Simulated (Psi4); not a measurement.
**AlSiH4SOF (SMILES [OH][AlH][F].[SiH]S) in Psi4**

Aim: the interaction energy of AlSiH4SOF.

The calculation is run with Psi4 1.11.

9 further runs of the same task are left out: 9 set aside as unsound or not needed.

**1. Starting point**

The species is AlSiH4SOF (9 atoms), meant as a singlet with charge 0. SMILES: `[OH][AlH][F].[SiH]S`. Geometry: a GFN2-xTB relaxation, a rough one for these elements and not checked as a minimum. This is one conformer, not always the lowest.

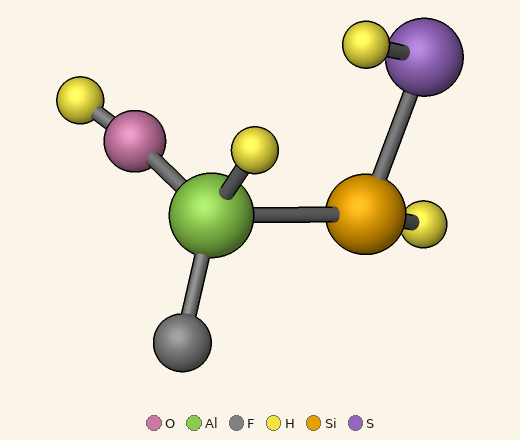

The structure, seen from a chosen angle (oxygen pink, aluminium green, fluorine grey, hydrogen yellow, silicon amber, sulfur purple).

**2. The run**

File alfh4ossi.py:

```python
import psi4

psi4.set_memory('1600 MB')
psi4.set_num_threads(1)
psi4.core.set_output_file('output.dat', False)

m = psi4.geometry("""
0 1
O     -0.296220     1.713990    -0.169550
Al    -0.231070     0.577970     1.038360
F     -1.362130     0.528980     2.252850
H     -0.287630     2.491720    -0.706320
H      1.217750     0.291210     1.486870
--
0 1
Si    -0.705420    -1.306420    -0.501370
S      1.225420    -1.500180    -1.368190
H     -1.389720    -2.060520    -1.575020
H      1.829020    -0.736750    -0.457630
symmetry c1
no_reorient
no_com
""")

options = {'maxiter': 3}
psi4.set_options(options)

E, wfn = psi4.energy('r2scan-3c', bsse_type='nocp', return_wfn=True)
print('E =', round(E, 9))
```

Started as:

```
$ python alfh4ossi.py
```

output.dat:

```text
//>>>>>>>>>>>>>>>>>>>>>>>>>>>>>>>>>>>//
  //   ManyBody Setup: N-Body Levels 2 //
  //<<<<<<<<<<<<<<<<<<<<<<<<<<<<<<<<<<<//

    Model chemistry "(auto)" (§A):          3
        Number of 1-body computations:      2 (nocp: 2, cp: 0, vmfc_compute: 0)
        Number of 2-body computations:      1 (nocp: 1, cp: 0, vmfc_compute: 0)
```

It took 7.5 s on 1 thread of AMD EPYC 7R43 (Zen 3), shared host; peak memory 0.72 GiB.

**3. What went wrong**

No converged result was reached.

The log says `psi4.driver.p4util.exceptions.SCFConvergenceError: Could not converge SCF iterations in 3 iterations.`. The cause is that the iteration cap is too low for convergence. To mend it: iteration cap at its default in place of 3.
